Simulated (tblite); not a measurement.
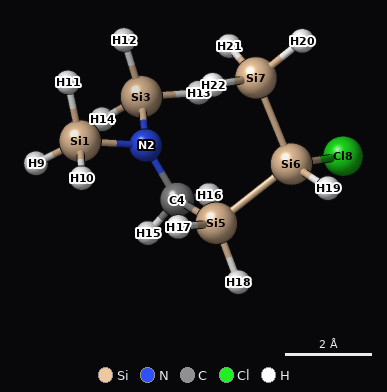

This is the input geometry for a relaxation of CH₁₄ClNSi₅. Style: ball-and-stick. Shown at a tilt.

Level of theory: tblite 0.8.0, GFN2-xTB geometry optimisation, gas phase.

```xyz
22

Si   -2.2463   -0.2532    1.0833
N    -1.1145    0.4693   -0.0045
Si   -1.3038    2.1587    0.2600
C    -0.8345   -0.0637   -1.3584
Si    0.3439   -1.5343   -1.3657
Si    2.4525   -0.8615   -0.8008
Si    2.4414   -0.2737    1.4090
Cl    3.0905    0.6957   -1.9822
H    -3.6234    0.0691    0.6327
H    -2.0728   -1.7161    1.0131
H    -2.0018    0.1726    2.4787
H    -1.1677    2.5128    1.6898
H    -0.2365    2.8234   -0.4978
H    -2.6159    2.5833   -0.3019
H    -1.7738   -0.3331   -1.8537
H    -0.3707    0.6986   -1.9694
H    -0.1231   -2.6239   -0.4747
H     0.3668   -2.1056   -2.7503
H     3.4234   -1.9704   -1.0276
H     3.8354   -0.0894    1.9184
H     1.7088    1.0025    1.6620
H     1.8118   -1.3417    2.2390
```

Where does the relaxation end?

Answer. Over 164 geometry steps the energy falls by 0.496 eV. The largest move after the best rigid fit is that of H14, 0.86 Å. By element the largest moves are H 0.86 Å, Si 0.48 Å, C 0.39 Å, Cl 0.38 Å, N 0.15 Å. Among the contacts that change: Si1–Si3 2.717 → 3.090 Å, Si6–Si7 2.287 → 2.330 Å, Si5–Si6 2.284 → 2.325 Å, C4–Si5 1.885 → 1.915 Å. Bond angles that change, for instance: Si1–N2–Si3 104.0° → 125.9°, Si5–Si6–Si7 108.1° → 120.9°, Si6–Si5–H18 109.1° → 116.8°. Groups turn about C4–Si5 by about 25°, Si1–N2 by about 25°, N2–Si3 by about 20°. The run took 2 s on 1 thread of AMD EPYC 9R45 96-Core Processor, with other jobs on the host.

History of the run:

| step | E − E(0), eV |
| --- | --- |
| 0 | 0.0000 |
| 1 | -0.0821 |
| 2 | -0.1320 |
| 3 | -0.1565 |
| 4 | -0.1996 |
| 5 | -0.2305 |
| 6 | -0.2533 |
| 7 | -0.2660 |
| 8 | -0.2775 |
| 9 | -0.2891 |
| 10 | -0.3018 |
| 18 | -0.3682 |
| 26 | -0.3962 |
| 34 | -0.4218 |
| 42 | -0.4468 |
| 51 | -0.4639 |
| 59 | -0.4715 |
| 67 | -0.4765 |
| 75 | -0.4787 |
| 83 | -0.4813 |
| 91 | -0.4832 |
| 99 | -0.4842 |
| 107 | -0.4859 |
| 115 | -0.4895 |
| 123 | -0.4922 |
| 132 | -0.4937 |
| 140 | -0.4941 |
| 148 | -0.4947 |
| 156 | -0.4954 |
| 164 | -0.4958 |

Final geometry:

```xyz
22

Si   -1.9672   -0.4738    1.2026
N    -1.2499    0.4680   -0.0631
Si   -0.9007    2.1674    0.0036
C    -1.2119   -0.1385   -1.3916
Si    0.2039   -1.4054   -1.6341
Si    2.1748   -0.7250   -0.6048
Si    2.2108   -0.1613    1.6552
Cl    2.9604    0.8584   -1.6613
H    -3.3974   -0.6877    0.9352
H    -1.2908   -1.7766    1.2361
H    -1.7685    0.2646    2.4422
H    -0.8442    2.5300    1.4140
H     0.3829    2.3803   -0.6714
H    -1.9416    2.9363   -0.6936
H    -2.1709   -0.6230   -1.6010
H    -1.1049    0.6513   -2.1387
H    -0.2149   -2.6966   -1.0659
H     0.2569   -1.6290   -3.0901
H     3.1885   -1.7715   -0.8582
H     3.5656   -0.1802    2.2260
H     1.6734    1.1715    1.9343
H     1.4356   -1.1398    2.4238
```

After the run, drawn alike:

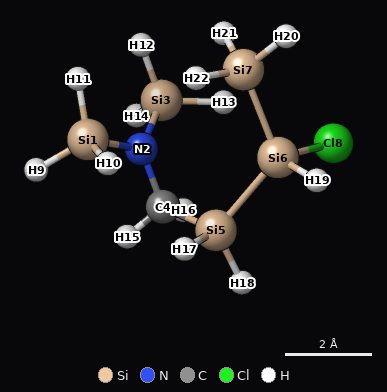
